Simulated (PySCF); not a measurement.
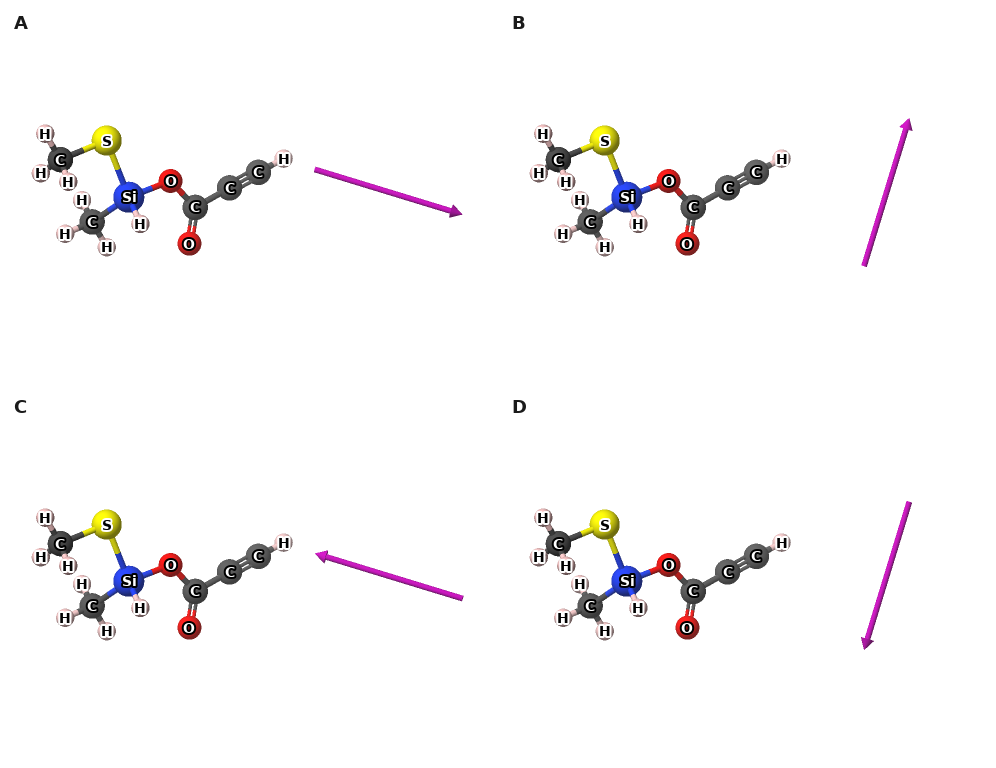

The same molecule four times, each with an arrow. The geometry was computed by an optimisation with GFN2-xTB. No frequency run is at hand to confirm it as a minimum. Method: PBE0/pcSseg-1, gas phase (PySCF 2.14.0).

### Which arrow points along the dipole moment, from the negative to the positive end?

C. The dipole moment is 1.16 D.

The geometry is semi-empirical. Around Si such bond lengths and angles can be off by a tenth of an ångström or more and by several degrees, and values that hang on the shape move with them.
